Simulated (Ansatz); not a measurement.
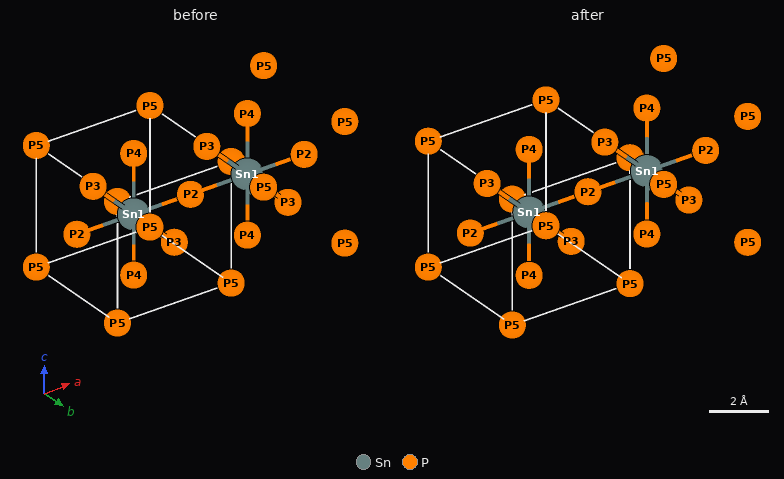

The structure of crystalline SnP₄ (a generated structure, set up in Pm-3m) (coarse preliminary run) before (left) and after (right) a relaxation, at one scale.

A ball-and-stick model of the cell of the calculation, repeated 2 × 1 × 1 with one cell outlined, seen from a free direction.

Level of theory: DFT PBE, scalar-relativistic, plane waves, PAW (Ansatz 0.2.0). Set-up: plane-wave cutoff 420 eV; k-point mesh 4 × 4 × 4; occupations gaussian; smearing width 0.1 eV; no spin polarisation; cell and atoms relaxed; force threshold 0.04 eV/Å; at most 70 steps.

### Describe what moved and what it gained.

The atoms keep their places relative to the cell (all moves are under 0.005 Å). Cell: a = b = c 4.792 → 4.962 Å (+3.5 %). Volume +11.0 %. Among the contacts that change: Sn1–P2 2.396 → 2.481 Å. The space group stays Pm-3m (No. 221). Over 2 accepted moves (3 points after the start) the energy falls by 0.256 eV per cell of the calculation. All forces vanish by symmetry, so only the cell relaxes. The pressure goes from 7.31 to 0.18 GPa. At 1 point the geometry stayed and the basis and grid were re-selected for the new cell (energy shift of 5.2 meV per cell of the calculation at most each time). Cost: 20 s on 1 thread of Intel(R) Xeon(R) Processor @ 2.50GHz (Skylake/Cascade Lake) (shared host), peak memory 0.39 GiB.
